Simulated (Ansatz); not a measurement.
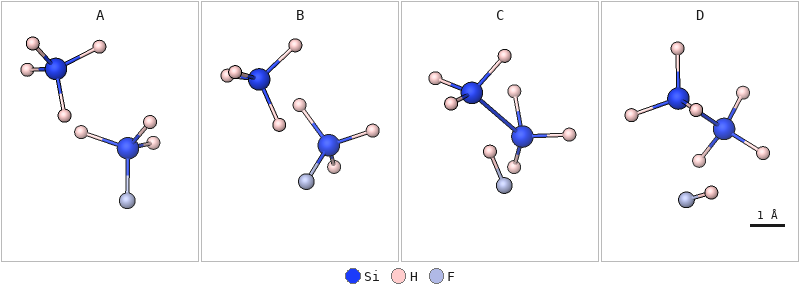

4 geometries from a converged minimum-energy path of Si2H7F, made up at the start of Si₂H₆ and HF, shuffled. A ball-and-stick model, seen from a free direction.

These are results of Ansatz 0.2.0, RKS PBE-D4/6-31G*, not measurements. Set-up: 7 movable images; climbing image; force threshold 0.05 eV/Å; iteration limit 60; starting path through a guess of the saddle point.

**Which frame is the top of the path?**

C. In order along the path, whose images run from 0 to 8: D (image 0, 0.00 eV), C (image 3, +1.33 eV), B (image 5, −1.08 eV), A (image 8, −1.16 eV). Breaking: F–H (0.95 → 4.06 Å), Si–Si (2.35 → 4.06 Å). Forming: F–Si (3.06 → 1.63 Å), H–Si (3.08 → 1.50 Å).

Limits of the set-up: the start holds two separate molecules, 2.6 Å apart at their closest, whose relative position is a soft coordinate.

Cost: 4 min on 1 thread of Arm Neoverse V2, with other jobs on the host, peak memory 0.12 GiB.
